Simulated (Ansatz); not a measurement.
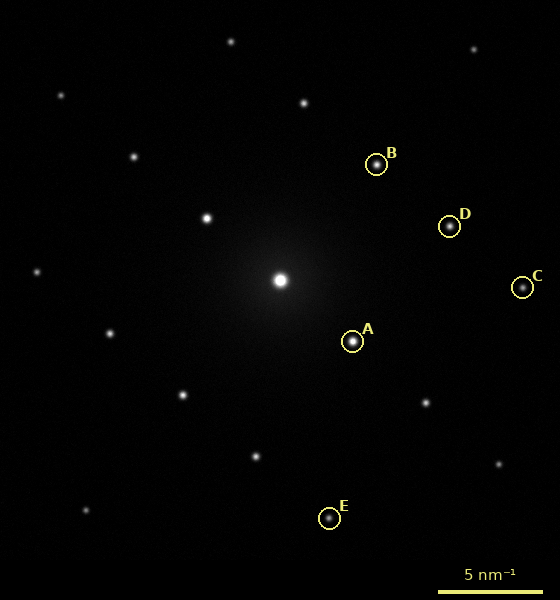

Simulated selected-area electron diffraction pattern (200 kV, kinematic approximation, thin crystal, B = 0.5 Å² for all atoms). The zone axis points towards the electron source and the pattern is seen from the source side.

Os, space group P6_3/mmc (No. 194), a = 2.755 Å, c = 4.347 Å (hexagonal axes). Structure: the input geometry of an electronic-structure calculation (not necessarily at equilibrium).

```tsv
atom	site	symmetry	x	y	z
Os	2d	-6m2	0.3333	0.6667	0.7500
```

Spot A is indexed 0 0 -2 and spot B -1 2 0.

**What are the indices of the remaining marked spots?**

C = 2A + B = -1 2 -4 (d = 0.853 Å). D = A + B = -1 2 -2 (d = 1.164 Å). E = 2A − B = 1 -2 -4 (d = 0.853 Å).

**Which zone axis is this?**

The cross product of A and B is parallel to [210]; every spot obeys hu + kv + lw = 0.
